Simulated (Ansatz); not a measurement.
Take Ta2O5 (space group C2, No. 5; a = 5.9244 Å, b = 5.0763 Å, c = 5.7491 Å, α = 90.00°, β = 117.45°, γ = 90.00°; a cell from a computed database, its experimental status unchecked) as the base.

The same geometry is solved again with r2SCAN.

Levels (all Ansatz, a first-principles code, PAW): r2SCAN (500 eV, no spin-orbit coupling); PBEsol (420 eV, no spin-orbit coupling).

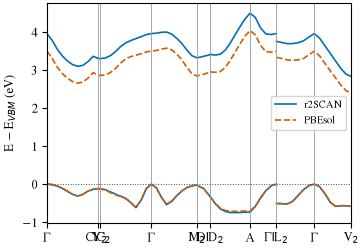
Highest valence and lowest conduction band along the path, each from its own valence-band maximum

The gap is 2.83 eV, indirect, Γ → V₂; the base has 2.40 eV.

Single points use the geometry relaxed with PBEsol. With Ta present, leaving out spin-orbit coupling can change the band edges. No phonon test of stability was made.
